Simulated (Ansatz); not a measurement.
**Pressure series in WSe2**

Start from WSe2 in the 2H-MoS2 type structure (space group P6_3/mmc, No. 194; a = 3.231 Å, c = 12.411 Å; layered, stacked along the Cartesian z axis).

Cell and atoms are relaxed at each pressure.

Method: DFT with PBEsol-D3(BJ), PAW potentials and a 420 eV plane-wave cutoff in Ansatz (an electronic-structure program), no spin-orbit coupling.

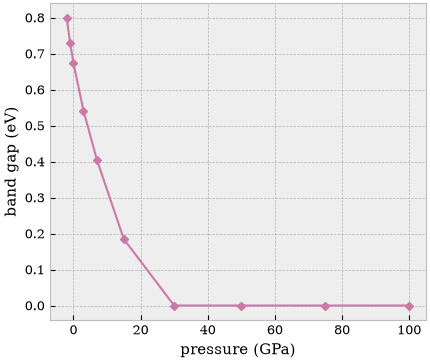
Band gap against pressure

```json
[
 {"pressure (GPa)": "-2", "band gap": "0.80 eV"},
 {"pressure (GPa)": "-1", "band gap": "0.73 eV"},
 {"pressure (GPa)": "3", "band gap": "0.54 eV"},
 {"pressure (GPa)": "7", "band gap": "0.40 eV"},
 {"pressure (GPa)": "15", "band gap": "0.18 eV"},
 {"pressure (GPa)": "30", "band gap": "zero"},
 {"pressure (GPa)": "50", "band gap": "zero"},
 {"pressure (GPa)": "75", "band gap": "zero"},
 {"pressure (GPa)": "100", "band gap": "zero"}
]
```

The mesh was chosen for an insulator and is coarse for the gapless case. With W present, leaving out spin-orbit coupling can change the band edges. Load acts through the strain it causes; cell and atoms are relaxed under it. No phonon test of stability was made. No other phases were tried under pressure. The final runs are not spin-polarised. The zero or small gap of WSe2 under pressure 15 GPa, WSe2 under pressure 30 GPa and WSe2 under pressure 50 GPa can change with the level of theory.
